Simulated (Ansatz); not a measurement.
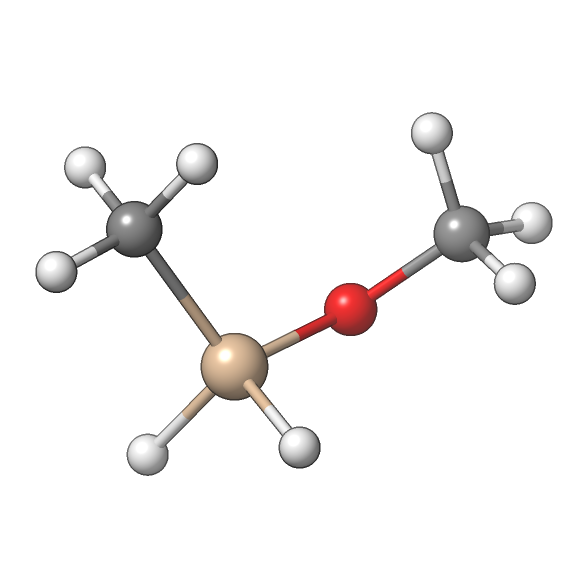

Every bond is drawn as one stick, whatever its order. Colours: carbon grey, oxygen red, silicon light orange, hydrogen white.

The computed structure is the end point of a PBE0-D4/def2-TZVP optimisation.

Describe the molecule.

Formula C₂H₈OSi. As SMILES it reads `CO[SiH2]C`. It has no ring. Among its groups: Si–H bond, Si–O bond. The point group is C1. Coordination: 2 C tetrahedral; 1 O bent; 1 Si tetrahedral.

The parts below concern this one geometry. Atoms keep their numbers from picture to picture.

**Shape**

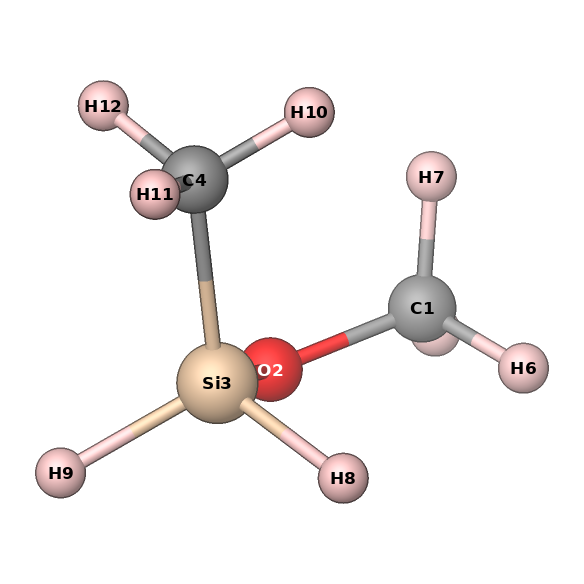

O2 lies behind Si3. The molecule seen a little off the Si3–O2 bond, Si3 in front. Depth is shown by fading: the farther an atom, the more it takes the colour of the background.

**What is the torsion angle C4–Si3–O2–C1? The sign is positive where the front bond must turn clockwise to cover the back bond.**

66°, synclinal (gauche).

**Charges**

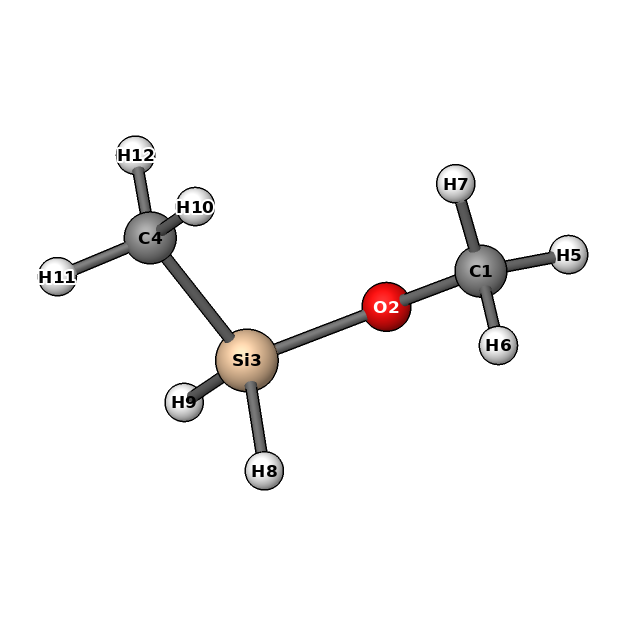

The questions are on Mulliken charges. Properties computed with RKS PBE0-D4/def2-TZVP (Ansatz 0.2.0).

Give the Mulliken charges atom by atom.

```tsv
atom	value (e)
C1	−0.21
O2	−0.35
Si3	0.38
C4	−0.51
H5	0.13
H6	0.12
H7	0.12
H8	−0.06
H9	−0.04
H10	0.14
H11	0.14
H12	0.14
```

**Dipole moment**

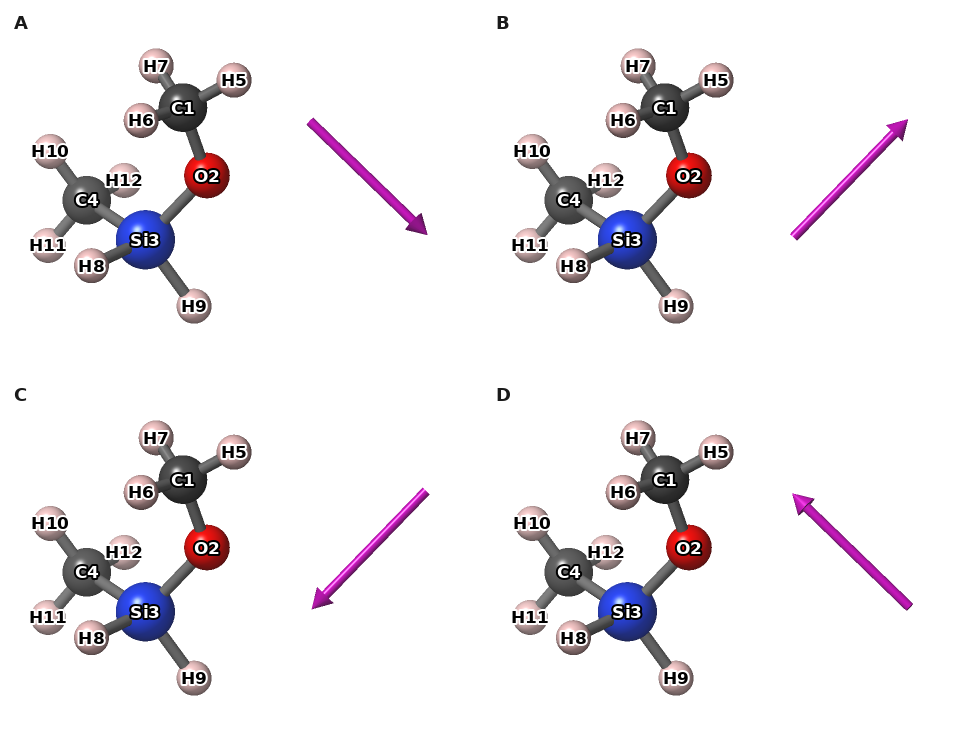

The same molecule four times, each with an arrow. Method: RKS ωB97M-V/def2-TZVPP (Ansatz 0.2.0).

**Which arrow points along the dipole moment, from the negative to the positive end?**

D. The dipole moment is 1.46 D; it points from the side of H9 to the side of H10 (the outermost atoms at the two ends).

**Electronic properties**

Method: RKS PBE0-D4/def2-TZVPP (Ansatz 0.2.0).

**Estimate the dispersion correction.**

−16.8 kJ/mol.

**What is the HOMO–LUMO gap?**

8.82 eV.

**Estimate the HOMO energy (Kohn–Sham orbital).**

−7.95 eV.

Mulliken values depend strongly on the basis set and can even reverse the polarity of a bond.
